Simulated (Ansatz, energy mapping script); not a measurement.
# Spin model of YNiO2 in the infinite layer structure from collinear orders

How strongly do the moments of YNiO2 in the infinite layer structure couple under HSE06? The plan is to run several orders and fit a Heisenberg model.

Program: Ansatz 0.2.0. Level of theory: HSE06; plane waves, collinear spin, no spin–orbit coupling. Results are calculated unless marked as measured.

### Step 1. Starting point

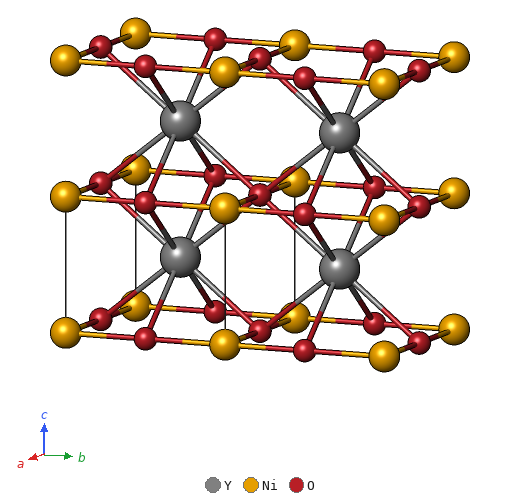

The cell as given, slightly off an axis (yttrium grey, nickel orange, oxygen red). 1×2×2 cells are drawn. Some periodic images of atoms are drawn too.

As a file:

```cif
data_structure
_symmetry_space_group_name_H-M 'P4/mmm'
_symmetry_Int_Tables_number 123
_cell_length_a 3.9163
_cell_length_b 3.9163
_cell_length_c 3.1121
_cell_angle_alpha 90.000
_cell_angle_beta 90.000
_cell_angle_gamma 90.000
_cell_volume 47.73
loop_
_atom_site_label
_atom_site_type_symbol
_atom_site_symmetry_multiplicity
_atom_site_Wyckoff_symbol
_atom_site_fract_x
_atom_site_fract_y
_atom_site_fract_z
_atom_site_occupancy
Y1 Y 1 d 0.50000 0.50000 0.50000 1
Ni1 Ni 1 a 0.00000 0.00000 0.00000 1
O1 O 2 f 0.50000 0.00000 0.00000 1
```

This cell was built for the study (infinite layer prototype, lattice guessed from radii), not taken from an experiment; the compound need not form in this structure.

The cell was relaxed beforehand in Ansatz under PBE with U = 4.8 eV on Ni d, ortho-atomic projectors, from parallel moments.

Exact exchange localises the open shell without a U to choose, and it is dear.

### Step 2. Run 1 (parallel; cell A, 8 atoms)

The parallel order is the zero of energy for this cell and mesh.

input.yaml reads:

```yaml
crystal:
  lattice:
    - [3.916257808, 0.0, 0.0]
    - [0.0, 3.916257808, 3.112113969]
    - [0.0, -3.916257808, 3.112113969]
  atoms:
    - { symbol: "Y", position: [0.5, 0.5, 0.0] }
    - { symbol: "Y", position: [0.5, 0.0, 0.5] }
    - { symbol: Ni, position: [0.0, 0.0, 0.0], spin: 2.0 }
    - { symbol: Ni, position: [0.0, 0.5, 0.5], spin: 2.0 }
    - { symbol: O, position: [0.5, 0.0, 0.0] }
    - { symbol: O, position: [0.5, 0.5, 0.5] }
    - { symbol: O, position: [0.0, 0.25, 0.75] }
    - { symbol: O, position: [0.0, 0.75, 0.25] }
magnetization:
  spin_polarized: true
kpoints:
  mp_grid: { grid: [5, 4, 4] }
hamiltonian:
  xc: hse06
scf:
  occupations: { method: fermi_dirac, width: 0.05 }
output:
  eigenvalues: true
```

On the command line:

```sh
ansatz run input.yaml --threads 4 --pin off --max-ram 8192MiB --backend cpu --events-out ev --progress --plain --runs-dir out
```

Numbers of over 12 decimals in the logs are rounded to 6 here.

Output:

```text
Engine: ansatz 0.2.0, aarch64-unknown-linux-gnu
Pseudopotentials: kind: paw
Pseudopotential: Y, paw, valence charge 11, recommended cutoff 420 eV (normal), Y.paw.azcp
Pseudopotential: Ni, paw, valence charge 18, recommended cutoff 420 eV (normal), Ni.paw.azcp
Pseudopotential: O, paw, valence charge 6, recommended cutoff 420 eV (normal), O.paw.azcp
Functional definition: HSE06
  parameter a = 0.25
  parameter omega = 0.11/bohr
  exchange = pbe_x - a*pbe_x_sr(omega) + a*exact_x_sr(omega)
  correlation = pbe_c
Crystal: 8 atoms, lattice volume = 95.461 Å³
Basis set: ecut = 420 eV, 1895 PW (Γ)
Bands: 52, of which v1, the nominal top of the filled ones, is band 41 counted from 1 (40 counted from 0)
Symmetry: 16 space group operations
Space group: P4/mmm (ITA 123), of the structure as read, at distance tolerance 4.6e-5 Å
Magnetic group: BNS 123.339 (UNI 999), of the structure as read, at distance tolerance 4.6e-5 Å
k-points: 21 of 80
Non-local potential: Y, projectors of the file, l = 0: 3, l = 1: 2, l = 2: 2, l = 3: 1
Non-local potential: Ni, projectors of the file, l = 0: 3, l = 1: 2, l = 2: 3, l = 3: 1
Non-local potential: O, projectors of the file, l = 0: 2, l = 1: 2, l = 2: 1
PAW form: soft (Blöchl's): semilocal exchange-correlation on the pseudo side does not see the compensation charge
PAW frozen core: Y, regenerated for the run's functional, and the local potential with it (the file was generated under x = pbe(κ = 0.804, μ = 0.219515), c = pbe(β = 0.066725))
PAW frozen core: Ni, regenerated for the run's functional, and the local potential with it (the file was generated under x = pbe(κ = 0.804, μ = 0.219515), c = pbe(β = 0.066725))
PAW frozen core: O, regenerated for the run's functional, and the local potential with it (the file was generated under x = pbe(κ = 0.804, μ = 0.219515), c = pbe(β = 0.066725))
PAW one-centre angular grid: Y, 590 points (default); XC on 64 Gauss nodes
PAW one-centre angular grid: Ni, 590 points (default); XC on 96 Gauss nodes
PAW one-centre angular grid: O, 110 points (default); XC on 96 Gauss nodes
Initial density: superposition of atomic densities (chi_scale 0.1, normalization cell, long waves kept (reshape's long-wave potential 0.00 eV rms))
Starting moments: Σ|m| = 4 μB on 2 of 8 sites
Initial wavefunctions: pseudopotential atomic-orbital guess
Functional: x = pbe(κ = 0.804, μ = 0.219515), c = pbe(β = 0.066725), warm-up for x = pbe(κ = 0.804, μ = 0.219515) + 0.25 (exact − pbe) at short range (hse, ω = 0.207870 Å⁻¹), c = pbe(β = 0.066725); HSE06 as pw.x's `hse` composes it (authors' and Libxc's form: `xc: wpbeh`)
iter 1 solved again at ethr=5.28e-2 eV; its pass at ethr=1.00e-1 eV (dr2=4.33e1 eV) is discarded
SCF iter   1: F=—  HF=-21658.883281 eV  |F-HF|=—  |Δ(HF+E_count)|=         —  Δρ=2.28e-1 (↑4.72e-2 ↓2.28e-1)  dr2=4.31e1  dr2_m=1.07e1  M=0.588 μB ∫|m|=0.748 μB  β_m=0.30  ethr=5.28e-2  ⟨swp⟩=2.1  Hψ=10145  notcnv=0
preconditioner: auto → Kerker (q_TF=auto, 2.660 Å⁻¹)  [metal: Δε(μ)=0.086 eV  Ē_g=13.352 eV  σ=0.050 eV  W_gap=0.36  n_scr=34 (ndim 8)  ℏωp=29.9 eV  f_vac=0.000  D(μ)=1.83/eV (n_scr^D=8)]
spin=Collinear: Kerker preconditioning applied to the charge; magnetization (m = ρ↑ − ρ↓) channel mixes plain (no charge-response kernel on spin).
iter 2 solved again at ethr=1.40e-3 eV; its pass at ethr=5.25e-2 eV (dr2=1.14e0 eV) is discarded
SCF iter   2: F=—  HF=-21653.442359 eV  |F-HF|=—  |Δ(HF+E_count)|=    5.44e0  Δρ=6.54e-2 (↑6.54e-2 ↓5.88e-2)  dr2=1.08e0  dr2_m=2.59e0  M=1.159 μB ∫|m|=1.448 μB  β_m=0.30  ethr=1.40e-3  ⟨swp⟩=4.6  Hψ=9670  notcnv=0  defer=3
SCF iter   3: F=—  HF=-21653.274190 eV  |F-HF|=—  |Δ(HF+E_count)|=   1.68e-1  Δρ=5.90e-2 (↑3.46e-2 ↓5.90e-2)  dr2=1.49e0  dr2_m=1.65e0  M=1.064 μB ∫|m|=1.294 μB  β_m=0.30  ethr=1.32e-3  ⟨swp⟩=3.0  Hψ=5018  notcnv=0
SCF iter   4: F=—  HF=-21653.113838 eV  |F-HF|=—  |Δ(HF+E_count)|=   1.60e-1  Δρ=3.76e-2 (↑3.76e-2 ↓1.95e-2)  dr2=3.52e-1  dr2_m=6.00e-1  M=1.199 μB ∫|m|=1.449 μB  β_m=0.30  ethr=1.32e-3  ⟨swp⟩=3.1  Hψ=4821  notcnv=0  defer=3
SCF iter   5: F=—  HF=-21653.209740 eV  |F-HF|=—  |Δ(HF+E_count)|=   9.59e-2  Δρ=2.35e-2 (↑2.35e-2 ↓1.62e-2)  dr2=5.01e-2  dr2_m=3.36e-1  M=1.193 μB ∫|m|=1.420 μB  β_m=0.30  ethr=4.29e-4  ⟨swp⟩=3.4  Hψ=4951  notcnv=0  defer=3
SCF iter   6: F=—  HF=-21653.257581 eV  |F-HF|=—  |Δ(HF+E_count)|=   4.78e-2  Δρ=1.96e-2 (↑1.96e-2 ↓9.31e-3)  dr2=9.06e-2  dr2_m=1.77e-1  M=1.196 μB ∫|m|=1.414 μB  β_m=0.30  ethr=6.11e-5  ⟨swp⟩=4.4  Hψ=5248  notcnv=0  defer=7
Mixer restart at iter 6: flushing history
spin-set hold released at iteration 6 (site moments contracting): the magnetisation degrees of freedom join the quasi-Newton model from the next iteration; the mixer history was flushed
SCF iter   7: F=—  HF=-21653.267429 eV  |F-HF|=—  |Δ(HF+E_count)|=   9.85e-3  Δρ=1.20e-2 (↑1.14e-2 ↓1.20e-2)  dr2=4.54e-3  dr2_m=1.17e-1  M=1.178 μB ∫|m|=1.372 μB  β_m=0.61  ethr=6.11e-5  ⟨swp⟩=3.4  Hψ=4546  notcnv=0  defer=4
[...]
SCF 1 was ended open after 100 iterations (unconverged): F = -21653.287744 eV  dr2 = 1.78e-5
  greatest PAW one-centre occupation: 1.002 electrons in one spin orbital (limit 2), on the Ni atom at site 3 (counted from 0), in its partial waves of l = 1
[...]
Frozen-core exchange: fock
[...]
preconditioner: auto → none  [insulator: Δε(μ)=0.160 eV  Ē_g=15.184 eV  σ=0.050 eV  W_gap=0.57  n_scr=34 (ndim 8)  ℏωp=29.9 eV  f_vac=0.000  D(μ)=0.51/eV (n_scr^D=0)]
[...]
SCF iter   4: F=—  HF=-21655.245564 eV  |F-HF|=—  |Δ(HF+E_count)|=   7.29e-5  Δρ=3.20e-4 (↑1.61e-4 ↓3.20e-4)  dr2=1.43e-4  dr2_m=9.84e-6  M=1.927 μB ∫|m|=2.395 μB  β_m=0.51  ethr=9.48e-9  ⟨swp⟩=4.6  Hψ=6493  notcnv=0
SCF iter   5: F=—  HF=-21655.245535 eV  |F-HF|=—  |Δ(HF+E_count)|=   2.85e-5  Δρ=7.95e-5 (↑7.95e-5 ↓4.03e-5)  dr2=8.99e-6  dr2_m=9.78e-7  M=1.927 μB ∫|m|=2.398 μB  β_m=0.49  ethr=9.48e-9  ⟨swp⟩=5.0  Hψ=6313  notcnv=0
SCF iter   6: F=—  HF=-21655.245534 eV  |F-HF|=—  |Δ(HF+E_count)|=   1.85e-6  Δρ=4.04e-5 (↑1.56e-5 ↓4.04e-5)  dr2=9.50e-7  dr2_m=4.75e-7  M=1.927 μB ∫|m|=2.398 μB  β_m=0.50  ethr=9.48e-9  ⟨swp⟩=3.5  Hψ=4741  notcnv=0
SCF iter   7: F=—  HF=-21655.245534 eV  |F-HF|=—  |Δ(HF+E_count)|=   1.34e-7  Δρ=2.83e-5 (↑1.05e-5 ↓2.83e-5)  dr2=3.05e-7  dr2_m=2.69e-7  M=1.927 μB ∫|m|=2.398 μB  β_m=0.75  ethr=9.59e-10  ⟨swp⟩=4.1  Hψ=4913  notcnv=0  defer=5
SCF iter   8: F=—  HF=-21655.245534 eV  |F-HF|=—  |Δ(HF+E_count)|=   2.07e-7  Δρ=1.18e-5 (↑1.06e-5 ↓1.18e-5)  dr2=2.56e-7  dr2_m=4.13e-8  M=1.927 μB ∫|m|=2.399 μB  β_m=0.83  ethr=3.28e-10  ⟨swp⟩=4.3  Hψ=5692  notcnv=0  defer=5
SCF iter   9: F=-21655.245534 eV  HF=-21655.245534 eV  |F-HF|=3.46e-8  |Δ(HF+E_count)|=   4.19e-8  Δρ=4.34e-6 (↑3.35e-6 ↓4.34e-6)  dr2=4.01e-8  dr2_m=2.81e-9  M=1.927 μB ∫|m|=2.399 μB  ethr=3.04e-10  ⟨swp⟩=4.0  Hψ=5058  notcnv=0  defer=5
SCF 3 converged in 9 iterations: F = -21655.245534 eV  dr2 = 4.01e-8
  greatest PAW one-centre occupation: 1.003 electrons in one spin orbital (limit 2), on the Ni atom at site 3 (counted from 0), in its partial waves of l = 1
hybrid outer 2: dexx = +3.895e-4 eV, tail = 5.90e-6 eV, Δε = 5.01e-2 eV (about 2.96e-3 eV left of the loop's levels)
Exchange kernel: α = 0.2500, screened, ω = 0.2079 Å⁻¹, Wigner–Seitz truncation, v(0) = 1045.1930 eV·Å³, q-mesh 5×4×4, nearest image of the exchange supercell L = 19.58 Å, pair-density grid 20×24×24, without the augmentation charges, whose exchange is taken in its separable form by FFT convolution over the k-point mesh (sized by the pseudopotential files, 25×36×36 at the most), smooth part of the exact exchange by density-matrix convolution
Frozen-core exchange: fock
SCF iter   1: F=—  HF=-21655.245539 eV  |F-HF|=—  |Δ(HF+E_count)|=         —  Δρ=1.45e-5 (↑1.45e-5 ↓1.07e-5)  dr2=6.88e-8  dr2_m=1.14e-7  M=1.927 μB ∫|m|=2.400 μB  β_m=0.30  ethr=3.60e-8  ⟨swp⟩=4.9  Hψ=4682  notcnv=0
preconditioner: auto → none  [insulator: Δε(μ)=0.155 eV  Ē_g=15.185 eV  σ=0.050 eV  W_gap=0.56  n_scr=34 (ndim 8)  ℏωp=29.9 eV  f_vac=0.000  D(μ)=0.51/eV (n_scr^D=0)]
SCF iter   2: F=—  HF=-21655.245540 eV  |F-HF|=—  |Δ(HF+E_count)|=   2.36e-7  Δρ=1.49e-5 (↑1.49e-5 ↓1.32e-5)  dr2=3.62e-8  dr2_m=1.46e-7  M=1.927 μB ∫|m|=2.400 μB  β_m=0.30  ethr=4.26e-11  ⟨swp⟩=4.8  Hψ=6698  notcnv=0  defer=5
SCF iter   3: F=—  HF=-21655.245540 eV  |F-HF|=—  |Δ(HF+E_count)|=   4.17e-8  Δρ=1.29e-5 (↑1.29e-5 ↓1.21e-5)  dr2=2.22e-8  dr2_m=1.17e-7  M=1.927 μB ∫|m|=2.400 μB  β_m=0.65  ethr=3.39e-11  ⟨swp⟩=4.4  Hψ=4378  notcnv=0  defer=5
SCF iter   4: F=-21655.245540 eV  HF=-21655.245540 eV  |F-HF|=3.49e-8  |Δ(HF+E_count)|=   4.04e-8  Δρ=4.93e-6 (↑4.93e-6 ↓2.69e-6)  dr2=3.78e-8  dr2_m=1.73e-9  M=1.927 μB ∫|m|=2.400 μB  ethr=2.49e-11  ⟨swp⟩=4.9  Hψ=6127  notcnv=0  defer=3
SCF 4 converged in 4 iterations: F = -21655.245540 eV  dr2 = 3.78e-8
hybrid outer 3: dexx = +3.943e-7 eV, tail = 1.01e-7 eV, Δε = 2.54e-3 eV (about 6.29e-4 eV left of the loop's levels)
this state was not tested for a lower state beside it, because the functional holds exact exchange (a hybrid, or Hartree-Fock), whose exchange loop this test does not read (fock_operator); the stability check (scf.self_checks: high) cannot read this state: a pseudopotential is PAW: the check reads norm-conserving sets alone
hybrid SCF converged: 3 outer / 20 inner (+100 warm-up), last move |dexx| = 3.94e-7 eV, tail = 1.01e-7 eV
Magnetization: 1.9270 μB (41.9635 up, 40.0365 down)
Absolute magnetization: 2.3988 μB (∫|ρ↑−ρ↓|, with the PAW one-centre terms)
Spin contamination: 0.0568 ħ² per cell (⟨S²⟩ above its minimum at these occupations)
Per-site moments (μB) at R_I (Å): [(-0.013953, 1.031710), (-0.013953, 1.031710), (0.960567, 0.807728), (0.960567, 0.8077281729), (0.039753, 0.807728), (0.039753, 0.807728), (0.040747, 0.8077281729), (0.040747, 0.8077281729)]
Free energy (F): -21655.245540 eV
Frozen-core exchange: fock
Harris-Foulkes:  -21655.245540 eV  (|F-HF|=3.49e-8)
Internal energy: -21655.241181 eV  (E = F + TS)
E sigma→0 (E₀):  -21655.243360 eV
Entropy (-TS):   -0.004359 eV (-0.545 meV/atom)
Fermi energy:    13.990140 eV
--- Per-component energies (eV) ---
  E_band       = -973.702841
  E_kinetic    = 1878.395183
  E_local      = -10984.976832  (includes V_loc(G=0)·N_el)
  E_nonlocal   = 1588.668094
  E_hartree    = 4545.925002
  E_xc         = -650.486817
  E_vxc        = -790.214169  (∫ρ·V_xc dr)
  E_exx        = -326.235608  (= α·E_x^exact, valence–valence)
  E_paw        = -9401.274463  (= ΣΔE_a)
  E_vpaw       = -1104.944130  (= ΣTr[D̂ρ^β])
  E_aug_tail   = 0.010744  (compensation charges beyond the density's cutoff)
  E_ewald      = -8303.966117
  E_core_change = -1.300368  (= ΣΔE_core)
  E_smearing   = -0.004359  (= −TS)
  E_closure    = -0.000000  (closes the sum)
  Σ components = -21655.245540   (vs F -21655.245540, Δ=0.00e0)
--- Band table (eV; the first three rows and the last of 42) ---
  k-point 0 ↑: bands = [... 37 lower, 10.6997, 11.1054, 11.2145, 11.4388, 12.4263, 13.5802, 15.8795, 17.2141, ... 7 higher]
  k-point 1 ↑: bands = [... 37 lower, 10.8952, 11.0376, 11.1240, 11.2988, 12.0053, 14.3178, 16.6101, 17.5382, ... 7 higher]
  k-point 2 ↑: bands = [... 37 lower, 10.8475, 10.9448, 10.9448, 11.3464, 11.3464, 16.1540, 16.1540, 17.6487, ... 7 higher]
  k-point 20 ↓: bands = [... 37 lower, 12.4323, 12.5261, 13.5066, 16.1937, 17.0812, 17.5376, 17.7850, 18.2824, ... 7 higher]
```

Run time: 3 min. Hardware: 4 threads of Arm Neoverse V2, shared host; peak memory 2.5 GiB; 11 min of CPU time.

In the SCF lines HF is the Harris–Foulkes energy and dr2 the Hartree energy of the density residual, in eV; the loop may stop once dr2 is under the threshold and the program's other checks hold. Hψ counts applications of the Hamiltonian.

Spin moment in the sphere by atom:

| atom | spin moment in the sphere (μB) |
| --- | --- |
| Y1 | -0.014 |
| Y2 | -0.014 |
| Ni3 | 0.961 |
| Ni4 | 0.961 |
| O5 | 0.040 |
| O6 | 0.040 |
| O7 | 0.041 |
| O8 | 0.041 |

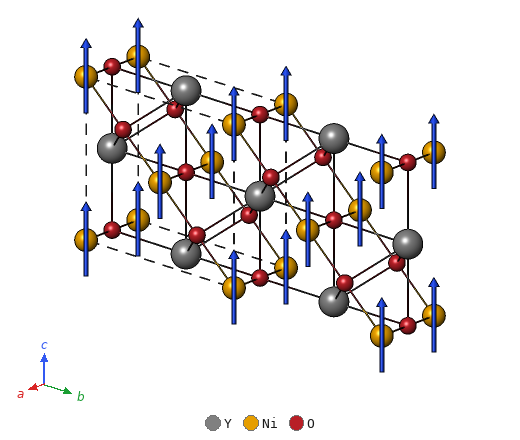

Spin moment in the sphere as arrows, the longest 0.961 μB. Up and down stand for the sign. Arrows give size and sign along the axis of quantisation, drawn up and down the page. 1×2×1 cells are drawn. Some periodic images of atoms are drawn too.

The run ends ferromagnetic.

### Step 3. Order 2: compensated +−, cell A of 8 atoms

This order reverses 2 of the 2 neighbours at 3.11 Å and 2 of the 4 neighbours at 3.92 Å, counted for an average magnetic atom.

Changes to input.yaml since step 2:

```diff
@@ -9,3 +9,3 @@
     - { symbol: Ni, position: [0.0, 0.0, 0.0], spin: 2.0 }
-    - { symbol: Ni, position: [0.0, 0.5, 0.5], spin: 2.0 }
+    - { symbol: Ni, position: [0.0, 0.5, 0.5], spin: -2.0 }
     - { symbol: O, position: [0.5, 0.0, 0.0] }
```

Output:

```text
[...]
Crystal: 8 atoms, lattice volume = 95.461 Å³
Basis set: ecut = 420 eV, 1895 PW (Γ)
Bands: 52, of which v1, the nominal top of the filled ones, is band 41 counted from 1 (40 counted from 0)
Symmetry: 8 space group operations
[...]
k-points: 21 of 80
[...]
Starting moments: Σ|m| = 4 μB on 2 of 8 sites
Starting magnetic order: antiferromagnet; a translation exchanges its spin sublattices: spin-degenerate at every k-point
[...]
the translation (0, 0.5, 0.5) carries every atom to within crystal.symmetry.tolerance of an atom of its element with the starting moment reversed, but both spin channels are solved: under a hybrid functional one channel is solved only on norm-conserving pseudopotentials (hamiltonian.pseudopotentials.kind)
[...]
SCF iter  25: F=-21653.322311 eV  HF=-21653.322311 eV  |F-HF|=1.35e-10  |Δ(HF+E_count)|=  8.73e-11  Δρ=3.29e-7 (↑3.29e-7 ↓1.96e-7)  dr2=2.03e-10  dr2_m=6.90e-12  M=0.000 μB ∫|m|=1.536 μB  ethr=2.11e-12 (applied; sched 1.13e-12)  ⟨swp⟩=3.0  Hψ=4128  notcnv=0  defer=2
SCF 1 converged in 25 iterations: F = -21653.322311 eV  dr2 = 2.03e-10
[...]
Frozen-core exchange: fock
[...]
SCF 2 stopped early in 9 iterations: F = -21655.328092 eV  dr2 = 1.12e-4
[...]
hybrid outer 1: dexx = +5.372e-1 eV, tail = 2.12e-3 eV
[...]
Frozen-core exchange: fock
[...]
SCF 3 converged in 10 iterations: F = -21655.330005 eV  dr2 = 5.55e-8
[...]
Frozen-core exchange: fock
[...]
SCF 4 converged in 3 iterations: F = -21655.330009 eV  dr2 = 1.08e-8
[...]
Magnetization: 0.0000 μB (41.0000 up, 41.0000 down)
Absolute magnetization: 2.4965 μB (∫|ρ↑−ρ↓|, with the PAW one-centre terms)
[...]
Per-site moments (μB) at R_I (Å): [(-3.777983898690575e-7, 1.031710), (-3.777983899661139e-7, 1.031710), (1.038988, 0.807728), (-1.038979, 0.8077281729), (0.056786, 0.807728), (-0.056785, 0.807728), (8.54313103305622e-8, 0.8077281729), (8.543131029736813e-8, 0.8077281729)]
Free energy (F): -21655.330009 eV
Frozen-core exchange: fock
[...]
Internal energy: -21655.327339 eV  (E = F + TS)
E sigma→0 (E₀):  -21655.328674 eV
Entropy (-TS):   -0.002670 eV (-0.334 meV/atom)
Fermi energy:    13.351284 eV
[...]
--- Band table (eV; the first three rows and the last of 42) ---
  k-point 0 ↑: bands = [... 37 lower, 11.2536, 11.5643, 11.9989, 12.6472, 13.9751, 16.1985, 17.1168, 17.1256, ... 7 higher]
  k-point 1 ↑: bands = [... 37 lower, 11.2511, 11.4922, 11.9002, 12.5487, 14.5304, 16.7690, 17.2483, 17.5387, ... 7 higher]
  k-point 2 ↑: bands = [... 37 lower, 11.2750, 11.3755, 11.7665, 12.4108, 16.0862, 16.2973, 17.4418, 17.6018, ... 7 higher]
  k-point 20 ↓: bands = [... 37 lower, 12.2140, 12.2963, 12.3896, 13.2104, 16.1958, 17.2256, 17.5277, 18.0592, ... 7 higher]
```

It took 86 s on 4 threads; peak memory 2.6 GiB; 5.3 min of CPU time.

Spin moment in the sphere by atom:

| atom | spin moment in the sphere (μB) |
| --- | --- |
| Y1 | 0.00 |
| Y2 | 0.00 |
| Ni3 | 1.04 |
| Ni4 | -1.04 |
| O5 | 0.06 |
| O6 | -0.06 |
| O7 | 0.00 |
| O8 | 0.00 |

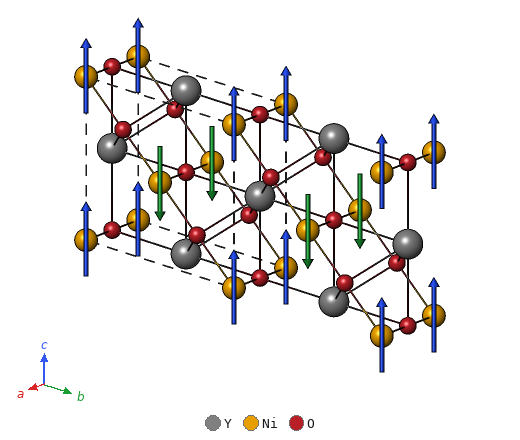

Spin moment in the sphere as arrows, the longest 1.04 μB. Up and down stand for the sign. Arrows give size and sign along the axis of quantisation, drawn up and down the page. The two directions have two colours. 1×2×1 cells are drawn. Some periodic images of atoms are drawn too.

The run ends antiferromagnetic, 42.66 meV a magnetic atom below the parallel order of its cell (energies taken at zero occupation width, not the printed F).

(Continued in part 2 of 2.)

[Logs and program files are shortened in this print: banners, set-up blocks, solver, clock and traceback lines can be left out without a mark of their own.]

[Logs are printed without paths, hosts, clocks, repeated set-up lines and the standing remarks that a program may print on its own settings, such as how far it seeks lower states.]

[Hosts, paths, dates, database ids (printed as entryN), source tags and the programs' standing remarks are cut or masked in the printed files.]

[Where a cell is said to come from a database of computed structures, the database is the Materials Project.]
